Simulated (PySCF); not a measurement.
Al(Me)2(Cl), SMILES [Cl][Al]([CH3])[CH3] at its PBE0/def2-SVP optimised geometry (Å):

```
10

Al    -0.0808     0.0051     0.0000
C     -0.9495    -1.7377     0.0011
H     -2.0427    -1.6707    -0.1146
H     -0.7444    -2.2693     0.9463
H     -0.5569    -2.3785    -0.8059
C     -0.9480     1.7487     0.0000
H     -0.7208     2.2921    -0.9332
H     -0.5728     2.3785     0.8238
H     -2.0436     1.6820     0.0911
Cl     2.0436     0.0051     0.0000
```

Computed with PBE0/def2-TZVP run with PySCF. Cells within 0.4 Å of a nucleus heavier than hydrogen are left out (blank, or x).

Map of the log10 of the electron density (e/bohr³), floored at −4 on the plane z = 0.0 Å:

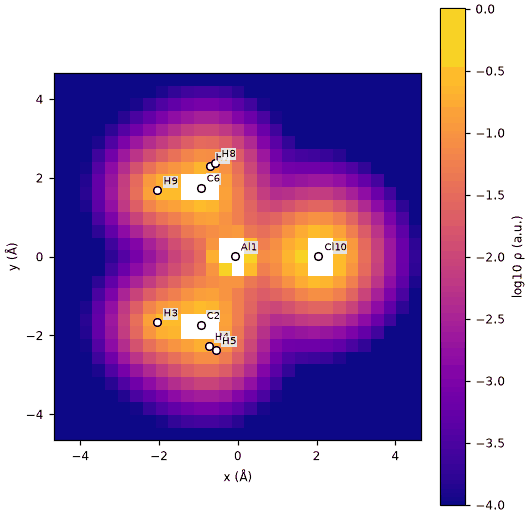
Figure. Log10 of the electron density (e/bohr³), floored at −4 on the plane z = 0.0 Å.
